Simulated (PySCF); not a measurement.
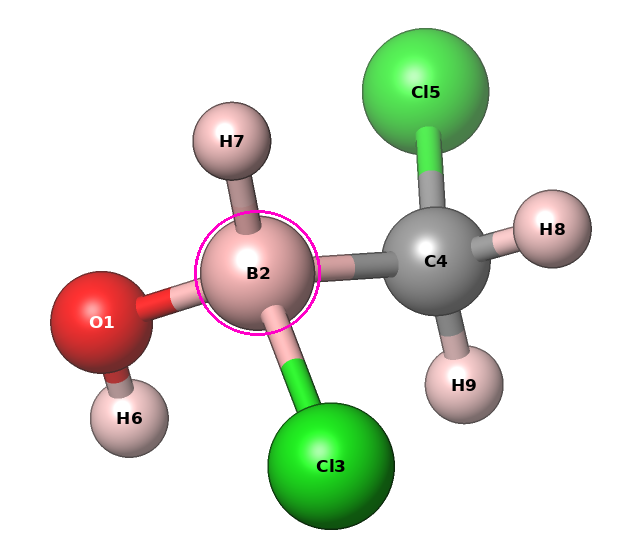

Distant atoms are faded towards the background colour. Circles mark the stereogenic atoms. The species has charge −1 and is a spin singlet. Computed geometry: PBE0-D3(BJ)/def2-SVP optimisation. No frequency run is at hand to confirm it as a minimum.

Q: Assign CIP descriptors.

A: B2: S (priorities Cl3 > O1 > C4 > H7).

Q: Give a SMILES with the stereochemistry.

A: O[B@@H-](Cl)CCl
